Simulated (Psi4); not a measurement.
**Excited-state calculation of C$_{2}$H$_{6}$**

- system: C$_{2}$H$_{6}$
- method: TDDFT (PBE0)/cc-pVDZ, RKS (Psi4 1.11)

The geometry comes from this level: PBE0-D4/def2-TZVP.

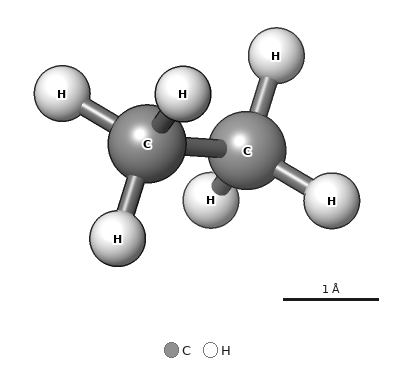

**Figure 1.** The structure (ball-and-stick view, seen at a tilt). Bond lengths as drawn: C–C 1.52 Å and C–H 1.09 Å.

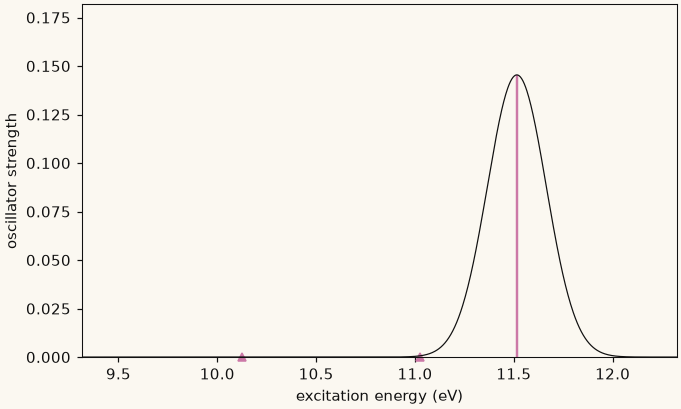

**Figure 2.** Computed excitations as sticks (degenerate states added up, dark ones marked on the axis), with a Gaussian envelope of 0.35 eV full width at half maximum, scaled to the tallest. Of the 4 states the lowest lies at 10.13 eV (f = 0.000); the strongest line is at 11.52 eV, or 108 nm (f = 0.145).

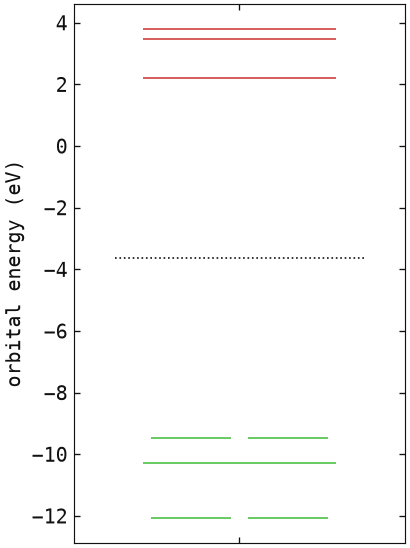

**Figure 3.** Orbital energies near the frontier; the dotted line parts filled from empty levels, and levels within 0.02 eV of each other stand side by side. Highest filled −9.48 eV, lowest empty 2.20 eV, 11.68 eV apart.

The input that produced these results follows, with the program's output.

Input file (job.in):
```python
memory 1600 MB

molecule {
  0 1
  C     -0.326800     0.132200    -0.672500
  C      0.326800    -0.132200     0.672500
  H      0.070500    -0.529600    -1.445900
  H     -1.407100    -0.025700    -0.629000
  H     -0.158600     1.160200    -1.002400
  H     -0.070400     0.529600     1.445900
  H      1.407100     0.025600     0.628900
  H      0.158500    -1.160100     1.002500
  units angstrom
  symmetry c1
}

set {
  basis cc-pVDZ
  puream true
  scf_type pk
  dft_radial_points 50
  dft_spherical_points 194
  save_jk true
}

from psi4.driver.procrouting.response.scf_response import tdscf_excitations
E, wfn = energy("pbe0", return_wfn=True)
states = tdscf_excitations(wfn, states=4, tda=False)
print_variables()
```

Launch command:
```bash
psi4 job.in job.out -n 1
```

Log:
```
Psi4 1.11 release

   => Loading Basis Set <=

    Name: CC-PVDZ
    Role: ORBITAL
    Keyword: BASIS

         ---------------------------------------------------------
                                   SCF
                              RKS Reference
                        1 Threads,   1525 MiB Core
         ---------------------------------------------------------

  ==> Geometry <==

    Molecular point group: c1
    Full point group: C1

    Geometry (in Angstrom), charge = 0, multiplicity = 1:

       Center              X                  Y                   Z               Mass
    ------------   -----------------  -----------------  -----------------  -----------------
         C           -0.326800000000     0.132200000000    -0.672500000000    12.000000000000
         C            0.326800000000    -0.132200000000     0.672500000000    12.000000000000
         H            0.070500000000    -0.529600000000    -1.445900000000     1.007825032230
         H           -1.407100000000    -0.025700000000    -0.629000000000     1.007825032230
         H           -0.158600000000     1.160200000000    -1.002400000000     1.007825032230
         H           -0.070400000000     0.529600000000     1.445900000000     1.007825032230
         H            1.407100000000     0.025600000000     0.628900000000     1.007825032230
         H            0.158500000000    -1.160100000000     1.002500000000     1.007825032230

  Running in c1 symmetry.

  Rotational constants: A =      2.69399  B =      0.67226  C =      0.67226 [cm^-1]
  Rotational constants: A =  80763.73058  B =  20153.97802  C =  20153.79285 [MHz]
  Nuclear repulsion =   42.328529513041303

  Charge       = 0
  Multiplicity = 1
  Electrons    = 18
  Nalpha       = 9
  Nbeta        = 9

  ==> Algorithm <==

  SCF Algorithm Type is PK.
  DIIS enabled.
  MOM disabled.
  Fractional occupation disabled.
  Guess Type is SAD.
  Energy threshold   = 1.00e-06
  Density threshold  = 1.00e-06
  Integral threshold = 1.00e-12

  ==> Primary Basis <==

  Basis Set: CC-PVDZ
    Blend: CC-PVDZ
    Number of shells: 30
    Number of basis functions: 58
    Number of Cartesian functions: 60
    Spherical Harmonics?: true
    Max angular momentum: 2

  ==> DFT Potential <==

   => LibXC <=

    Version 7.1.2

   => Composite Functional: PBE0 <=

    PBE0 Hyb-GGA Exchange-Correlation Functional

    Deriv               =              1
    GGA                 =           TRUE
    Meta                =          FALSE

    Exchange Hybrid     =           TRUE
    MP2 Hybrid          =          FALSE

   => Exchange Functionals <=

    0.7500   Perdew, Burke & Ernzerhof

   => Exact (HF) Exchange <=

    0.2500               HF

   => Correlation Functionals <=

    1.0000   Perdew, Burke & Ernzerhof

   => LibXC Density Thresholds  <==

    XC_HYB_GGA_XC_PBEH:  1.00E-15

   => Molecular Quadrature <=

    Radial Scheme          =       TREUTLER
    Pruning Scheme         =           NONE
    Nuclear Scheme         =       TREUTLER

    Blocking Scheme        =         OCTREE
    BS radius alpha        =              1
    Pruning alpha          =              1
    Radial Points          =             50
    Spherical Points       =            194
    Total Points           =          75267
    Total Blocks           =            639
    Max Points             =            256
    Max Functions          =             58
    Weights Tolerance      =       1.00E-15

  ==> Integral Setup <==

  Using in-core PK algorithm.
   Calculation information:
      Number of atoms:                   8
      Number of AO shells:              30
      Number of primitives:             74
      Number of atomic orbitals:        60
      Number of basis functions:        58

      Integral cutoff                 1.00e-12
      Number of threads:                 1

  Performing in-core PK
  Using 2929232 doubles for integral storage.
  We computed 108345 shell quartets total.
  Whereas there are 108345 unique shell quartets.

  ==> DiskJK: Disk-Based J/K Matrices <==

    J tasked:                  Yes
    K tasked:                  Yes
    wK tasked:                  No
    Memory [MiB]:             1014
    Schwarz Cutoff:          1E-12

  Cached 100.0% of DFT collocation blocks in 0.126 [GiB].

  Minimum eigenvalue in the overlap matrix is 7.8667928600E-03.
  Reciprocal condition number of the overlap matrix is 1.4111291867E-03.
    Using symmetric orthogonalization.

  ==> Pre-Iterations <==

  SCF Guess: Superposition of Atomic Densities via on-the-fly atomic UHF (no occupation information).

   -------------------------
    Irrep   Nso     Nmo
   -------------------------
     A         58      58
   -------------------------
    Total      58      58
   -------------------------

  ==> Iterations <==

                        Total Energy        Delta E     RMS |[F,P]|

   @RKS iter SAD:   -79.22123819945688   -7.92212e+01   0.00000e+00
   @RKS iter   1:   -79.47884085268649   -2.57603e-01   1.14982e-02 ADIIS/DIIS
   @RKS iter   2:   -79.41975909614413    5.90818e-02   1.26032e-02 ADIIS/DIIS
   @RKS iter   3:   -79.72187679936172   -3.02118e-01   3.67671e-04 ADIIS/DIIS
   @RKS iter   4:   -79.72210704503075   -2.30246e-04   8.43092e-05 DIIS
   @RKS iter   5:   -79.72211922130874   -1.21763e-05   1.12621e-05 DIIS
   @RKS iter   6:   -79.72211945623033   -2.34922e-07   4.44832e-07 DIIS
  Energy and wave function converged.

  ==> Post-Iterations <==

   Electrons on quadrature grid:
      Ntotal   =   18.0001242451 ; deviation = 1.242e-04

    Orbital Energies [Eh]
    ---------------------

    Doubly Occupied:

       1A    -10.218571     2A    -10.218355     3A     -0.774194
       4A     -0.630760     5A     -0.443983     6A     -0.443964
       7A     -0.378184     8A     -0.348263     9A     -0.348243

    Virtual:

      10A      0.080782    11A      0.127136    12A      0.139850
      13A      0.139855    14A      0.171839    15A      0.171869
      16A      0.247346    17A      0.424794    18A      0.424823
      19A      0.442227    20A      0.522454    21A      0.522507
      22A      0.625945    23A      0.672551    24A      0.672576
      25A      0.687760    26A      0.687798    27A      0.690976
      28A      0.740714    29A      0.903003    30A      0.903019
      31A      1.028201    32A      1.223402    33A      1.223446
      34A      1.348576    35A      1.440527    36A      1.449056
      37A      1.617540    38A      1.617551    39A      1.619604
      40A      1.667916    41A      1.667942    42A      1.692148
      43A      1.695749    44A      1.695803    45A      1.819680
      46A      1.819799    47A      2.043782    48A      2.065485
      49A      2.165570    50A      2.165629    51A      2.253874
      52A      2.253918    53A      2.447500    54A      2.461810
      55A      2.575911    56A      2.575993    57A      2.627199
      58A      2.627253

    Final Occupation by Irrep:
              A
    DOCC [     9 ]
    NA   [     9 ]
    NB   [     9 ]

  @RKS Final Energy:   -79.72211945623033

   => Energetics <=

    Nuclear Repulsion Energy =             42.3285295130413033
    One-Electron Energy =                -189.4445715379629291
    Two-Electron Energy =                  77.2604991520838240
    DFT Exchange-Correlation Energy =      -9.8665765833925221
    Empirical Dispersion Energy =           0.0000000000000000
    VV10 Nonlocal Energy =                  0.0000000000000000
    Total Energy =                        -79.7221194562303310

Computation Completed

Properties will be evaluated at   0.000000,   0.000000,   0.000000 [a0]

Properties computed using the SCF density matrix

 Multipole Moments:

 ------------------------------------------------------------------------------------
     Multipole            Electronic (a.u.)      Nuclear  (a.u.)        Total (a.u.)
 ------------------------------------------------------------------------------------

 L = 1.  Multiply by 2.5417464519 to convert [e a0] to [Debye]
 Dipole X            :         -0.0000042            0.0000000           -0.0000042
 Dipole Y            :         -0.0000103           -0.0000000           -0.0000103
 Dipole Z            :          0.0000227            0.0000000            0.0000227
 Magnitude           :                                                    0.0000253

 ------------------------------------------------------------------------------------

	total time  =          1 seconds =       0.02 minutes

******************************************************************************************
**********                               WARNING                                **********
**********       The names of excited state variables changed between 1.5       **********
**********     and 1.6. For a quick solution, remove the symmetry specifier     **********
**********   from the variable name. For full details, see 'Notes on Psivars'   **********
**********                        in the documentation.                         **********
******************************************************************************************

         ---------------------------------------------------------
                         TDSCF excitation energies
         ---------------------------------------------------------

  ==> Options <==

     Residual threshold  : 1.0000e-04
     Initial guess       : denominators
     Reference           : RHF
     Solver type         : RPA (Hamiltonian)

  ==> Requested Excitations <==

      4 singlet states with A symmetry

  ==> Seeking the lowest 4 singlet states with A symmetry

                        Generalized Hamiltonian Solver

  ==> Options <==

    Max number of iterations        = 60
    Eigenvector tolerance           = 1.0000e-04
    Max number of expansion vectors = 800

  => Iterations <=
                              Max[D[value]]     Max[|R|]   # vectors
  HamiltonianSolver iter   1:   4.25071e-01  1.23193e-01     16
  HamiltonianSolver iter   2:   3.35115e-03  3.02057e-02     24
  HamiltonianSolver iter   3:   1.16626e-04  1.50511e-02     32
  HamiltonianSolver iter   4:   1.82953e-05  5.87038e-03     40
  HamiltonianSolver iter   5:   1.48830e-06  2.05372e-03     48
  HamiltonianSolver iter   6:   1.48144e-07  7.48763e-04     56
  HamiltonianSolver iter   7:   1.87512e-08  2.60201e-04     64
  HamiltonianSolver iter   8:   4.11801e-09  9.22811e-05     66      Converged

******************************************************************************************
**********                               WARNING                                **********
**********  Length-gauge rotatory strengths are **NOT** gauge-origin invariant  **********
******************************************************************************************

                                    Excitation Energy         Total Energy        Oscillator Strength             Rotatory Strength
     #   Sym: GS->ES (Trans)        au              eV              au          au (length)    au (velocity)    au (length)    au (velocity)
    ---- -------------------- --------------- --------------- --------------- --------------- --------------- --------------- ---------------
     1        A->A (1 A)       0.37211         10.12562       -79.35001        0.0000          0.0000          0.0000         -0.0000
     2        A->A (1 A)       0.37213         10.12616       -79.34999        0.0000          0.0000          0.0000          0.0000
     3        A->A (1 A)       0.40522         11.02667       -79.31690        0.0000          0.0000          0.0000          0.0000
     4        A->A (1 A)       0.42318         11.51526       -79.29894        0.1454          0.1751         -0.0000         -0.0000

Contributing excitations and de-excitations
Only contributions with abs(coeff) > 1.00e-01 will be printed:

Excited State    1 (1 A):   0.37211 au   122.45 nm f = 0.0000
  Sums of squares: Xssq =  1.000279e+00; Yssq =  2.786915e-04; Xssq - Yssq =  1.000000e+00
      9a  ->  10a     0.998240 (99.648%)

Excited State    2 (1 A):   0.37213 au   122.44 nm f = 0.0000
  Sums of squares: Xssq =  1.000279e+00; Yssq =  2.786530e-04; Xssq - Yssq =  1.000000e+00
      8a  ->  10a     0.998240 (99.648%)

Excited State    3 (1 A):   0.40522 au   112.44 nm f = 0.0000
  Sums of squares: Xssq =  1.000703e+00; Yssq =  7.027657e-04; Xssq - Yssq =  1.000000e+00
      7a  ->  10a    -0.990979 (98.204%)

Excited State    4 (1 A):   0.42318 au   107.67 nm f = 0.1454
  Sums of squares: Xssq =  1.000407e+00; Yssq =  4.065047e-04; Xssq - Yssq =  1.000000e+00
      8a  ->  13a     0.121042 ( 1.465%)
      9a  ->  11a    -0.975669 (95.193%)
      9a  ->  12a     0.121930 ( 1.487%)

******************************************************************************************
**********                               WARNING                                **********
**********       The names of excited state variables changed between 1.5       **********
**********     and 1.6. For a quick solution, remove the symmetry specifier     **********
**********   from the variable name. For full details, see 'Notes on Psivars'   **********
**********                        in the documentation.                         **********
******************************************************************************************

  Variable Map:
  ----------------------------------------------------------------------------
  "CURRENT ENERGY"              =>     -79.722119456230
  "CURRENT REFERENCE ENERGY"    =>     -79.722119456230
  "DD SOLVATION ENERGY"         =>       0.000000000000
  "DFT FUNCTIONAL TOTAL ENERGY" =>     -79.722119456230
  "DFT TOTAL ENERGY"            =>     -79.722119456230
  "DFT VV10 ENERGY"             =>       0.000000000000
  "DFT XC ENERGY"               =>      -9.866576583393
  "GRID ELECTRONS ALPHA"        =>       9.000062122541
  "GRID ELECTRONS BETA"         =>       9.000062122541
  "GRID ELECTRONS TOTAL"        =>      18.000124245082
  "NUCLEAR REPULSION ENERGY"    =>      42.328529513041
  "ONE-ELECTRON ENERGY"         =>    -189.444571537963
  "PCM POLARIZATION ENERGY"     =>       0.000000000000
  "PE ENERGY"                   =>       0.000000000000
  "SCF ITERATION ENERGY"        =>     -79.722119456230
  "SCF ITERATIONS"              =>       6.000000000000
  "SCF TOTAL ENERGY"            =>     -79.722119456230
  "TWO-ELECTRON ENERGY"         =>      77.260499152084
  "XC GRID RADIAL POINTS"       =>      50.000000000000
  "XC GRID SPHERICAL POINTS"    =>     194.000000000000
  "XC GRID TOTAL POINTS"        =>   75267.000000000000

  Array Variable Map:
  ----------------------------------------------------------------------------
  "CURRENT DIPOLE"              =>      -0.000004228783 ... 0.000022712819 1 by 3
  "SCF DIPOLE"                  =>      -0.000004228783 ... 0.000022712819 1 by 3
  "SCF TOTAL ENERGIES"          =>     -79.221238199457 ... -79.722119456230 1 by 7

    Psi4 run time: 0:00:08.13
```

Summary:

| quantity | value |
| --- | --- |
| outcome | converged |
| total energy | −79.722119 hartree |
| basis functions | 58 |
| HOMO | −9.48 eV |
| LUMO | 2.20 eV |
| dipole moment | 0.00 D |
| lowest excitation | 10.13 eV |
| hardware | 1 thread of AMD EPYC (Zen 5), 16 GiB of memory available, shared host |
| wall time | 9.3 s |
| peak memory | 0.38 GiB |
